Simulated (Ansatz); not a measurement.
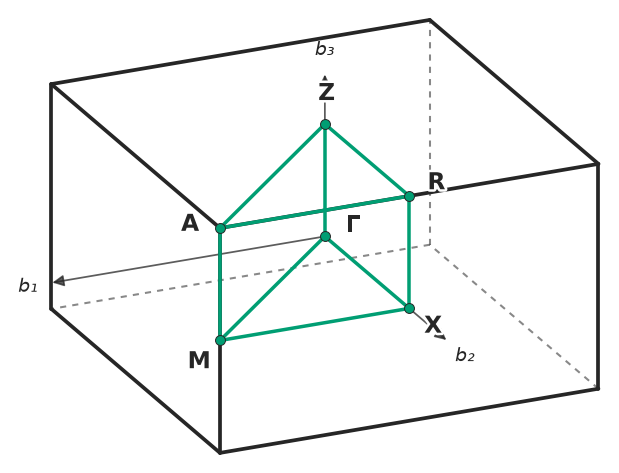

For LiAlF₄, the geometry relaxed with Ansatz, DFT PBE, scalar-relativistic, plane waves, PAW; the starting structure was generated, so it need not be a known form of this composition: the first Brillouin zone and its special points. Symmetry computed with spglib at a tolerance of 0.002 Å; standard conventional cell.

Space group P4/mmm (No. 123); a = 3.600 Å, b = 3.600 Å, c = 6.137 Å, α = 90.00°, β = 90.00°, γ = 90.00°.

Labels and path follow the convention of Hinuma et al. (2017), as computed by seekpath; the arrows show the directions of the reciprocal primitive vectors b₁, b₂, b₃, in which coordinates are given; lengths include the factor 2π.

**List the special points with their coordinates and distances from Γ.**

```json
{"point": "Γ", "k₁": "0", "k₂": "0", "k₃": "0", "length of k (1/Å)": "0.000"}
{"point": "Z", "k₁": "0", "k₂": "0", "k₃": "1/2", "length of k (1/Å)": "0.512"}
{"point": "M", "k₁": "1/2", "k₂": "1/2", "k₃": "0", "length of k (1/Å)": "1.234"}
{"point": "A", "k₁": "1/2", "k₂": "1/2", "k₃": "1/2", "length of k (1/Å)": "1.336"}
{"point": "R", "k₁": "0", "k₂": "1/2", "k₃": "1/2", "length of k (1/Å)": "1.012"}
{"point": "X", "k₁": "0", "k₂": "1/2", "k₃": "0", "length of k (1/Å)": "0.873"}
```

**What is the zone's volume?**

(2π)³ over the primitive cell's volume of 79.55 Å³: 3.12 Å⁻³.
